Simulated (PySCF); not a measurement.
**C3H9BN2O (SMILES C/C=C/OB(N)N): density, localisation and related maps**

```yaml
atoms:
  - { symbol: C, position_ang: [2.8157, 0.3406, 0.0579] }
  - { symbol: C, position_ang: [1.3645, -0.0056, -0.0169] }
  - { symbol: C, position_ang: [0.6713, -0.4867, 1.0066] }
  - { symbol: O, position_ang: [-0.6242, -0.8668, 1.0078] }
  - { symbol: B, position_ang: [-1.6579, -0.2667, 0.3136] }
  - { symbol: N, position_ang: [-2.8447, -1.0201, 0.2131] }
  - { symbol: N, position_ang: [-1.5759, 1.0373, -0.2242] }
  - { symbol: H, position_ang: [3.2061, 0.1575, 1.0559] }
  - { symbol: H, position_ang: [2.9726, 1.3907, -0.1900] }
  - { symbol: H, position_ang: [3.3861, -0.2546, -0.6553] }
  - { symbol: H, position_ang: [0.8812, 0.1393, -0.9727] }
  - { symbol: H, position_ang: [1.1479, -0.6701, 1.9659] }
  - { symbol: H, position_ang: [-2.9109, -1.9458, 0.5910] }
  - { symbol: H, position_ang: [-3.6960, -0.6797, -0.1902] }
  - { symbol: H, position_ang: [-0.7817, 1.6319, -0.0756] }
  - { symbol: H, position_ang: [-2.3617, 1.5077, -0.6308] }
```

Geometry: GFN2-xTB.

Level of theory: PySCF, PBE0/pcSseg-1, SCF density, gas phase, non-relativistic.

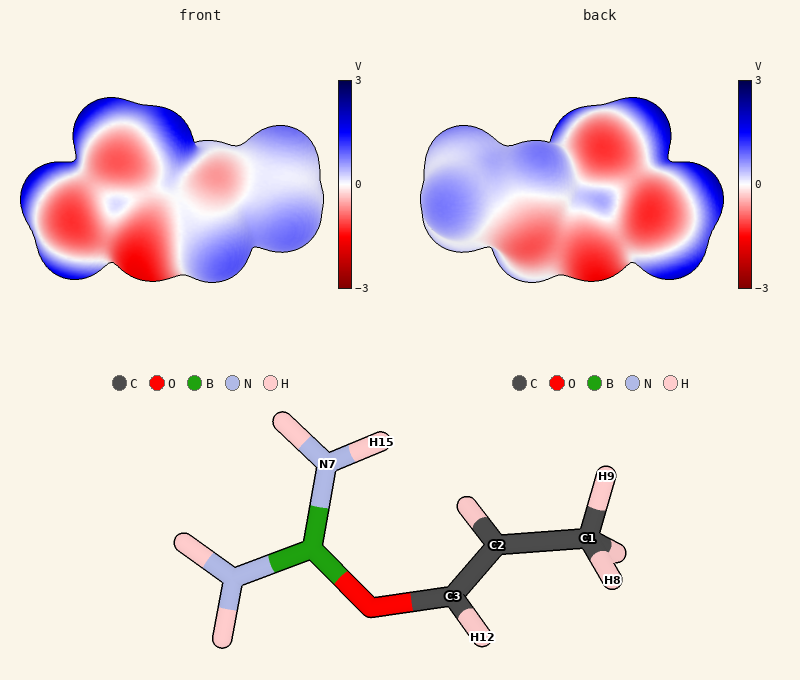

Figure 1. The electrostatic potential painted on the density surface at 0.004 e/bohr³, seen from the front and from behind; red is negative and blue positive. The bare structure is drawn below in the same view.

**Where is the surface potential most negative and most positive?**

The most negative region (about −1.6 V, or −37 kcal/mol for a unit charge) lies over O4, the most positive (about +2.2 V, or +51 kcal/mol for a unit charge) over H14 and H16. O4 is the likeliest acceptor of a hydrogen bond.

**How polar is the molecule by this calculation?**

Its dipole moment is 1.62 D.

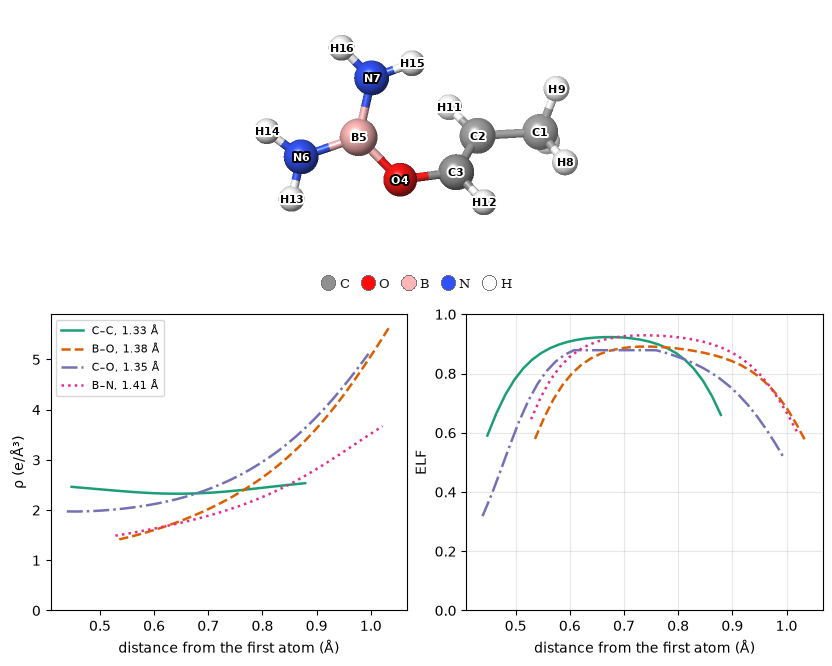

Figure 2. Electron density and ELF along straight lines between neighbouring atoms. The curves leave out the atomic cores. The structure is drawn too.

**What kind of bonding do the profiles show?**

C–C (1.33 Å): ρ is about 2.3 e/Å³ halfway; the ELF peaks at about 0.90 between the atoms: a multiple bond.
B–O (1.38 Å): ρ is about 2 e/Å³ halfway; the ELF peaks at about 0.90 between the atoms, as expected for a polar covalent bond.
C–O (1.35 Å): ρ is about 2.3 e/Å³ halfway, with its minimum of 2 e/Å³ about 0.5 Å from C; the ELF peaks at about 0.90 between the atoms, as expected for a polar covalent bond.
B–N (1.41 Å): ρ at the midpoint is about 1.9 e/Å³; the ELF peaks at about 0.95 between the atoms; a short, strongly polar bond.
